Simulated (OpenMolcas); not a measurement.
**CH$_{4}$ClSi: energy and gradient calculation (part 2 of 2)**

CH$_{4}$ClSi, multiplicity 2, SMILES [SiH3][CH]Cl; B3LYP/6-31G*, UKS (OpenMolcas 26.06). The geometry comes from this level: GFN2-xTB.

Geometry of the input (Å):
```
Si -0.6822  0.3413  -0.2843
C  0.9617  -0.3004  0.2969
Cl 1.1027  -1.7783  1.1070
H  -1.3022  -0.6155  -1.2058
H  -0.3980  1.6108  -0.9492
H  -1.5880  0.5334  0.8535
H  1.9060  0.2088  0.1819
```

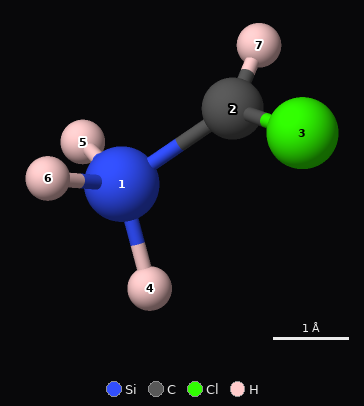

Fig. 1: The structure as given in the input (ball-and-stick view, seen at a tilt; atoms are numbered from 1 in the order of the input).

Output, continued
```
 *****************************************************************************************************************************
 *                                             SCF/KS-DFT Program, Final results                                             *
 *                                                       Final Results                                                       *
 *****************************************************************************************************************************

::    Total KS-DFT energy                            -790.1384041131
      One-electron energy                           -1399.9544380594
      Two-electron energy                             476.7225229448
      Nuclear repulsion energy                        133.0935110015
      Kinetic energy (interpolated)                   787.4279135497
      Virial theorem                                    1.0034422079
      Total spin, S(S+1)                                0.7538801709
      Total spin, S                                     0.5019382071
      Max non-diagonal density matrix element           0.0000000528
      Max non-diagonal Fock matrix element              0.0000000028

      All orbitals with orbital energies smaller than  E(LUMO)+0.5 are printed

++    Molecular orbitals:
      -------------------

      Title: UKS-DFT orbitals (alpha)

      Molecular orbitals for symmetry species 1: a

          Orbital            1         2         3         4         5         6         7         8         9        10
          Energy         -101.5642  -66.1324  -10.2430   -9.4808   -7.2437   -7.2372   -7.2342   -5.2862   -3.6447   -3.6442
          Occ. No.          1.0000    1.0000    1.0000    1.0000    1.0000    1.0000    1.0000    1.0000    1.0000    1.0000

          Orbital           11        12        13        14        15        16        17        18        19        20
          Energy           -3.6440   -0.8865   -0.6593   -0.5417   -0.4578   -0.3993   -0.3927   -0.3590   -0.3522   -0.3038
          Occ. No.          1.0000    1.0000    1.0000    1.0000    1.0000    1.0000    1.0000    1.0000    1.0000    1.0000

          Orbital           21        22        23        24        25        26        27        28        29        30
          Energy           -0.2183    0.0172    0.0483    0.0814    0.0835    0.1271    0.1409    0.2088    0.2285    0.2457
          Occ. No.          1.0000    0.0000    0.0000    0.0000    0.0000    0.0000    0.0000    0.0000    0.0000    0.0000

          Orbital           31        32        33        34        35        36
          Energy            0.3074    0.4058    0.4143    0.4461    0.4736    0.5128
          Occ. No.          0.0000    0.0000    0.0000    0.0000    0.0000    0.0000

--

      All orbitals with orbital energies smaller than  E(LUMO)+0.5 are printed

++    Molecular orbitals:
      -------------------

      Title: UKS-DFT orbitals (beta)

      Molecular orbitals for symmetry species 1: a

          Orbital            1         2         3         4         5         6         7         8         9        10
          Energy         -101.5633  -66.1327  -10.2305   -9.4799   -7.2436   -7.2339   -7.2337   -5.2865   -3.6451   -3.6444
          Occ. No.          1.0000    1.0000    1.0000    1.0000    1.0000    1.0000    1.0000    1.0000    1.0000    1.0000

          Orbital           11        12        13        14        15        16        17        18        19        20
          Energy           -3.6443   -0.8759   -0.6328   -0.5365   -0.4504   -0.3899   -0.3675   -0.3576   -0.3410   -0.2992
          Occ. No.          1.0000    1.0000    1.0000    1.0000    1.0000    1.0000    1.0000    1.0000    1.0000    1.0000

          Orbital           21        22        23        24        25        26        27        28        29        30
          Energy           -0.0874    0.0252    0.0521    0.0904    0.0943    0.1318    0.1432    0.2118    0.2301    0.2469
          Occ. No.          0.0000    0.0000    0.0000    0.0000    0.0000    0.0000    0.0000    0.0000    0.0000    0.0000

          Orbital           31        32
          Energy            0.3139    0.4091
          Occ. No.          0.0000    0.0000

--

++    Molecular charges:
      ------------------

      Mulliken charges per centre and basis function type
      ---------------------------------------------------

                            SI1                     C2                      CL3                     H4                      H5                      H6
                     alpha        beta       alpha        beta       alpha        beta       alpha        beta       alpha        beta       alpha        beta
      1s           2.6148      2.6274      1.7351      1.6724      2.9883      2.9891      0.5439      0.5120      0.5306      0.5318      0.5454      0.5109
      2px          1.3292      1.3527      0.5891      0.5456      1.9749      1.9722      0.0000      0.0000      0.0000      0.0000      0.0000      0.0000
      2pz          1.3887      1.3962      0.8105      0.1926      1.8974      1.8115      0.0000      0.0000      0.0000      0.0000      0.0000      0.0000
      2py          1.3805      1.3878      0.5246      0.3365      1.6769      1.6735      0.0000      0.0000      0.0000      0.0000      0.0000      0.0000
      d200         0.0033      0.0041      0.0027      0.0098     -0.0113     -0.0101      0.0000      0.0000      0.0000      0.0000      0.0000      0.0000
      d110         0.0166      0.0120      0.0045      0.0046      0.0032      0.0030      0.0000      0.0000      0.0000      0.0000      0.0000      0.0000
      d101         0.0349      0.0199      0.0011      0.0011      0.0009      0.0009      0.0000      0.0000      0.0000      0.0000      0.0000      0.0000
      d020         0.0072      0.0071      0.0009      0.0037      0.0042      0.0028      0.0000      0.0000      0.0000      0.0000      0.0000      0.0000
      d011         0.0194      0.0194      0.0029      0.0035      0.0082      0.0059      0.0000      0.0000      0.0000      0.0000      0.0000      0.0000
      d002         0.0021      0.0009     -0.0037     -0.0112     -0.0039     -0.0091      0.0000      0.0000      0.0000      0.0000      0.0000      0.0000
      Total        6.7967      6.8274      3.6677      2.7585      8.5389      8.4396      0.5439      0.5120      0.5306      0.5318      0.5454      0.5109
      Total             13.6242                  6.4262                 16.9785                  1.0558                  1.0625                  1.0562

      Charge            0.3758                 -0.4262                  0.0215                 -0.0558                 -0.0625                 -0.0562

                            H7
                     alpha        beta
      1s           0.3768      0.4198
      2px          0.0000      0.0000
      2pz          0.0000      0.0000
      2py          0.0000      0.0000
      d200         0.0000      0.0000
      d110         0.0000      0.0000
      d101         0.0000      0.0000
      d020         0.0000      0.0000
      d011         0.0000      0.0000
      d002         0.0000      0.0000
      Total        0.3768      0.4198
      Total              0.7966

      Charge            0.2034

      Total electronic charge=   41.000000

      Total            charge=   -0.000000
--

++    Molecular orbitals:
      -------------------

      Title: Natural orbitals

      Molecular orbitals for symmetry species 1: a

          Orbital            1         2         3         4         5         6         7         8         9        10
          Energy         -101.5638  -66.1326   -9.4782   -7.2455   -7.2353   -7.2332   -5.2790   -3.6604   -3.6454   -3.6443
          Occ. No.          2.0000    2.0000    2.0000    2.0000    2.0000    2.0000    2.0000    2.0000    2.0000    2.0000

          Orbital           11        12        13        14        15        16        17        18        19        20
          Energy          -10.1260   -0.5383   -0.3631   -0.4503   -0.8308   -0.3508   -0.4369   -0.4221   -0.3738   -0.6345
          Occ. No.          2.0000    2.0000    2.0000    2.0000    2.0000    2.0000    1.9998    1.9998    1.9995    1.9990

          Orbital           21        22        23        24        25        26        27        28        29        30
          Energy           -0.1523    0.4513    0.4022    0.2867    0.2141    0.4256    0.8383    0.2831    0.7247    0.6656
          Occ. No.          1.0000    0.0010    0.0005    0.0002    0.0002    0.0000    0.0000    0.0000    0.0000    0.0000

          Orbital           31        32        33        34        35        36        37        38        39        40
          Energy            2.7959    0.8405    1.0006    0.7490    1.1376    0.9460    1.6970    0.8606    1.9610    3.4928
          Occ. No.          0.0000    0.0000    0.0000    0.0000    0.0000    0.0000    0.0000    0.0000    0.0000    0.0000

          Orbital           41        42        43        44        45        46        47        48        49        50
          Energy            0.5178    1.4109    0.5524    0.3834    0.5646    0.4620    0.7346    0.6810    0.8021    0.5938
          Occ. No.          0.0000    0.0000    0.0000    0.0000    0.0000    0.0000    0.0000    0.0000    0.0000    0.0000

          Orbital           51        52        53        54        55        56        57        58
          Energy            0.8073    1.6166    0.6191    1.0390    1.3769    1.7890    1.8340    0.9275
          Occ. No.          0.0000    0.0000    0.0000    0.0000    0.0000    0.0000    0.0000    0.0000

--

++    Molecular properties:
      ---------------------

      Charge (e):
                      =   -0.0000
      Dipole Moment (debye):
      Origin of the operator (angstrom)=    0.3751   -0.6900    0.4203
                   X=  1.4547E-01               Y=  8.4991E-01               Z= -4.1781E-01           Total=  9.5816E-01
      Quadrupole Moment (debye*angstrom):
      Origin of the operator (angstrom)=    0.3751   -0.6900    0.4203
                  XX= -3.2629E+01              XY=  7.4118E-01              XZ= -1.0648E-01              YY= -3.3453E+01
                  YZ= -3.5868E-01              ZZ= -3.4174E+01
      In traceless form (debye*angstrom)
                  XX=  1.1846E+00              XY=  1.1118E+00              XZ= -1.5972E-01              YY= -5.1357E-02
                  YZ= -5.3802E-01              ZZ= -1.1333E+00
--

--- Stop Module: scf /rc=_RC_ALL_IS_WELL_ ---
--- Module scf spent 23 seconds ---

--- Start Module: alaska ---

                                              &ALASKA

                       available to each process: 1.9 GB of memory, 1 thread

                     Threshold for contributions to the gradient: 1.000E-07

                    ********************************************
                    * Symmetry Adapted Cartesian Displacements *
                    ********************************************

           Irreducible representation : a
           Basis function(s) of irrep: x, y, xy, Rz, z, xz, Ry, yz, Rx, I

 Basis Label        Type   Center Phase
   1   SI1          x         1     1
   2   SI1          y         1     1
   3   SI1          z         1     1
   4   C2           x         2     1
   5   C2           y         2     1
   6   C2           z         2     1
   7   CL3          x         3     1
   8   CL3          y         3     1
   9   CL3          z         3     1
  10   H4           x         4     1
  11   H4           y         4     1
  12   H4           z         4     1
  13   H5           x         5     1
  14   H5           y         5     1
  15   H5           z         5     1
  16   H6           x         6     1
  17   H6           y         6     1
  18   H6           z         6     1
  19   H7           x         7     1
  20   H7           y         7     1
  21   H7           z         7     1

                     No automatic utilization of translational and rotational invariance of the energy is employed.

 DFT contribution computed for a moving grid.

 Conventional ERI gradients!

 **************************************************
 *              Molecular gradients               *
 **************************************************

  Irreducible representation: a
 ------------------------------------------------------------------------------------------
                              X                       Y                       Z
 ------------------------------------------------------------------------------------------
  SI1              -9.09853898097523E-03    4.52035184795463E-03   -3.96565139798888E-03
  C2                4.44698745606154E-03   -1.36113066076433E-02    7.66897348575357E-03
  CL3              -1.68993269373008E-03    1.88531263690983E-02   -1.02374607833990E-02
  H4                4.22863597927359E-03    4.34371853768090E-03    5.84296988577870E-03
  H5                5.54115073555184E-04   -8.68153620032475E-03    4.94363130273778E-03
  H6                5.66351549876254E-03   -1.98741624611964E-03   -5.54902982984951E-03
  H7               -4.10478233291878E-03   -3.43693770078168E-03    1.29656733692962E-03
 ------------------------------------------------------------------------------------------

--- Stop Module: alaska /rc=_RC_ALL_IS_WELL_ ---
--- Module alaska spent 6 seconds ---

.##################.
.# Happy landing! #.
.##################.

    Timing: Wall=31.57 User=27.84 System=3.70
```

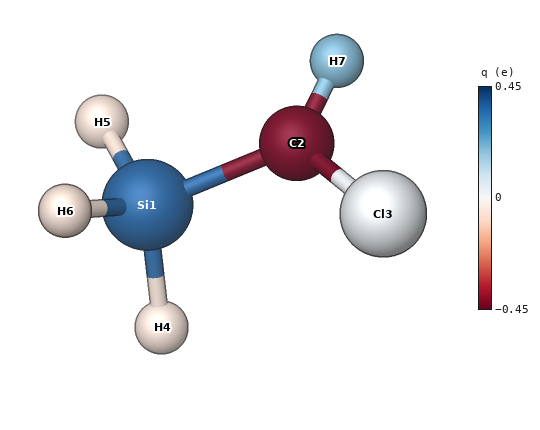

Fig. 2: Mulliken charges, as the colour of each atom (ball-and-stick view, seen at a tilt; atoms are numbered from 1 in the order of the input). By element: Si +0.38, C −0.43, Cl +0.02 and H −0.06 to +0.20 e.

Key numbers

```csv
quantity,value
outcome,converged
total energy,−790.138404 hartree
basis functions,61
largest force,1.107 eV/Å
⟨S²⟩,0.754
dipole moment,0.96 debye
wall time,32 s
peak memory,0.4 GiB
```
